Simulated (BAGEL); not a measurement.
# HF/cc-pVDZ (density fitting with qzvpp-jkfit) run of Si2H4ClF (SMILES F[SiH2][SiH2]Cl)

What is the energy change on altering one bond length of Si2H4ClF at HF/cc-pVDZ (density fitting with qzvpp-jkfit)? 

The results are computed with BAGEL 1.2.2.

1 further run of the same task is left out (set aside as unsound or not needed).

### Step 1. Starting point

The species is Si2H4ClF (8 atoms), meant as a singlet with charge 0. As SMILES, `F[SiH2][SiH2]Cl`. The coordinates come from a PBE0-D4/def2-TZVP relaxation. This is one conformer, not always the lowest.

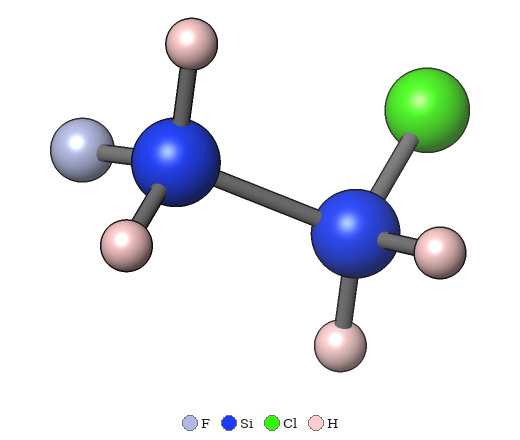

Viewed from a chosen angle; fluorine light blue, silicon blue, chlorine green, hydrogen pink.

### Step 2. A single-point energy at HF/cc-pVDZ (density fitting with qzvpp-jkfit)

job.json reads:

```json
{ "bagel": [

{
  "title": "molecule",
  "basis": "cc-pvdz.json",
  "df_basis": "qzvpp-jkfit",
  "angstrom": "true",
  "geometry": [
    { "atom": "F", "xyz": [      -1.769500,       1.438200,       0.046900 ] },
    { "atom": "Si", "xyz": [      -0.188800,       1.181000,       0.127500 ] },
    { "atom": "Si", "xyz": [       0.236500,      -1.123800,       0.039500 ] },
    { "atom": "Cl", "xyz": [      -0.336000,      -1.852100,      -1.800600 ] },
    { "atom": "H", "xyz": [       0.454900,       1.880200,      -1.013000 ] },
    { "atom": "H", "xyz": [       0.306000,       1.751900,       1.408000 ] },
    { "atom": "H", "xyz": [       1.691600,      -1.373700,       0.207100 ] },
    { "atom": "H", "xyz": [      -0.509700,      -1.867300,       1.084900 ] }
  ]
},

{ "title": "hf" },

{ "title": "print", "file": "orbitals.molden", "orbitals": "true" }

]}
```

The basis set cc-pVDZ is read from a file made from the Basis Set Exchange's data (not shown).

Started as:

```
BAGEL_NUM_THREADS=1 BAGEL job.json > job.out
```

Log:

```text
* using 1 threads per process

  ===============================================================
  ===============================================================

  *** Geometry ***

  { "atom" : "F", "xyz" : [     -3.343870,      2.717804,      0.088628 ] },
  { "atom" : "Si", "xyz" : [     -0.356780,      2.231767,      0.240940 ] },
  { "atom" : "Si", "xyz" : [      0.446920,     -2.123674,      0.074644 ] },
  { "atom" : "Cl", "xyz" : [     -0.634948,     -3.499962,     -3.402641 ] },
  { "atom" : "H", "xyz" : [      0.859636,      3.553063,     -1.914293 ] },
  { "atom" : "H", "xyz" : [      0.578256,      3.310611,      2.660734 ] },
  { "atom" : "H", "xyz" : [      3.196661,     -2.595917,      0.391362 ] },
  { "atom" : "H", "xyz" : [     -0.963193,     -3.528686,      2.050164 ] },

  Number of auxiliary basis functions:      533

  Since a DF basis is specified, we compute 2- and 3-index integrals:
    o Being stored without compression. Storage requirement is 0.033 GB

  Number of basis functions:       88
  Number of electrons      :       58

    * METHOD: MOLECULE                             0.25

  *** RHF ***

  === Nuclear Repulsion ===
   269.2728270419

      * DIIS with orbital gradients will be used.

  === RHF iteration (cc-pvdz.json) ===
      0      -1139.08427876          0.01073282           0.09
      1      -1139.18685440          0.00687476           0.09
      2      -1139.23032672          0.00117749           0.09
      3      -1139.23188656          0.00018212           0.09
      4      -1139.23192803          0.00004616           0.09
      5      -1139.23193064          0.00000977           0.09
      6      -1139.23193078          0.00000331           0.09
      7      -1139.23193079          0.00000093           0.09
      8      -1139.23193079          0.00000033           0.09
      9      -1139.23193079          0.00000011           0.09
     10      -1139.23193079          0.00000004           0.08
     11      -1139.23193079          0.00000001           0.09
    * SCF iteration converged.

    * Permanent dipole moment:
           (   -0.735017,    -0.138124,    -0.570350) a.u.

    * METHOD: HF                                   1.24

    * METHOD: PRINT                                0.01

  ===============================================================
```

It took 1.7 s on 1 thread of Arm Neoverse V2, shared host; peak memory 0.14 GiB.

### Step 3. The distorted shape

hf.json reads:

```json
{ "bagel" : [

{
  "title" : "molecule",
  "basis" : "cc-pvdz.json",
  "df_basis" : "qzvpp-jkfit",
  "angstrom" : true,
  "geometry" : [
    { "atom" : "F", "xyz" : [   -1.962631,    1.228417,    0.389088 ] },
    { "atom" : "Si", "xyz" : [   -0.381931,    0.971217,    0.469688 ] },
    { "atom" : "Si", "xyz" : [    0.043369,   -1.333583,    0.381688 ] },
    { "atom" : "Cl", "xyz" : [   -0.529131,   -2.061883,   -1.458412 ] },
    { "atom" : "H", "xyz" : [    0.454900,    1.880200,   -1.013000 ] },
    { "atom" : "H", "xyz" : [    0.112869,    1.542117,    1.750188 ] },
    { "atom" : "H", "xyz" : [    1.498469,   -1.583483,    0.549288 ] },
    { "atom" : "H", "xyz" : [   -0.702831,   -2.077083,    1.427088 ] }
  ]
},
{
  "title" : "hf"
},
{
  "title" : "print",
  "file" : "orbitals.molden",
  "orbitals" : true
}

]}
```

The basis set cc-pVDZ is read from a file made from the Basis Set Exchange's data (not shown).

Started as:

```
BAGEL_NUM_THREADS=1 BAGEL hf.json > hf.out
```

Log:

```text
* using 1 threads per process

  ===============================================================
  ===============================================================

  *** Geometry ***

  { "atom" : "F", "xyz" : [     -3.708835,      2.321372,      0.735270 ] },
  { "atom" : "Si", "xyz" : [     -0.721745,      1.835334,      0.887582 ] },
  { "atom" : "Si", "xyz" : [      0.081956,     -2.520107,      0.721286 ] },
  { "atom" : "Cl", "xyz" : [     -0.999913,     -3.896394,     -2.755999 ] },
  { "atom" : "H", "xyz" : [      0.859636,      3.553063,     -1.914293 ] },
  { "atom" : "H", "xyz" : [      0.213291,      2.914179,      3.307376 ] },
  { "atom" : "H", "xyz" : [      2.831696,     -2.992349,      1.038004 ] },
  { "atom" : "H", "xyz" : [     -1.328158,     -3.925118,      2.696805 ] },

  Number of auxiliary basis functions:      533

  Since a DF basis is specified, we compute 2- and 3-index integrals:
    o Being stored without compression. Storage requirement is 0.033 GB

  Number of basis functions:       88
  Number of electrons      :       58

    * METHOD: MOLECULE                             0.25

  *** RHF ***

  === Nuclear Repulsion ===
   267.4999941800

      * DIIS with orbital gradients will be used.

  === RHF iteration (cc-pvdz.json) ===
      0      -1139.04023985          0.01076082           0.10
      1      -1139.14315424          0.00702248           0.09
      2      -1139.18901430          0.00117381           0.09
      3      -1139.19067304          0.00018967           0.09
      4      -1139.19072061          0.00004675           0.09
      5      -1139.19072352          0.00001051           0.09
      6      -1139.19072368          0.00000371           0.09
      7      -1139.19072370          0.00000111           0.09
      8      -1139.19072371          0.00000038           0.09
      9      -1139.19072371          0.00000013           0.09
     10      -1139.19072371          0.00000004           0.09
     11      -1139.19072371          0.00000001           0.09
     12      -1139.19072371          0.00000000           0.09
    * SCF iteration converged.

    * Permanent dipole moment:
           (   -0.621163,     0.077086,    -0.792965) a.u.

    * METHOD: HF                                   1.36

    * METHOD: PRINT                                0.01

  ===============================================================
```

Wall time 1.8 s (1 thread of Arm Neoverse V2, shared host); peak memory 0.14 GiB.

### Step 4. Outcome

Level: HF/cc-pVDZ (density fitting with qzvpp-jkfit).

```
                                                          quantity           value
                                         first shape: total energy  -1139.23193 Eh
                                        first shape: dipole moment          2.39 D
                                          first shape: HOMO energy       -11.14 eV
                                          first shape: LUMO energy         2.64 eV
                                        first shape: HOMO–LUMO gap        13.78 eV
                                     distorted shape: total energy  -1139.19072 Eh
                                    distorted shape: dipole moment          2.57 D
                                      distorted shape: HOMO energy       -11.04 eV
                                      distorted shape: LUMO energy         2.36 eV
                                    distorted shape: HOMO–LUMO gap        13.40 eV
energy change with the Si2–H5 bond stretched from 1.485 to 1.930 Å        1.121 eV
```

With the Si2–H5 bond stretched from 1.485 to 1.930 Å the energy rises by 1.12 eV (26 kcal/mol). The first shape isn't relaxed at this level, so the change isn't measured from a minimum.
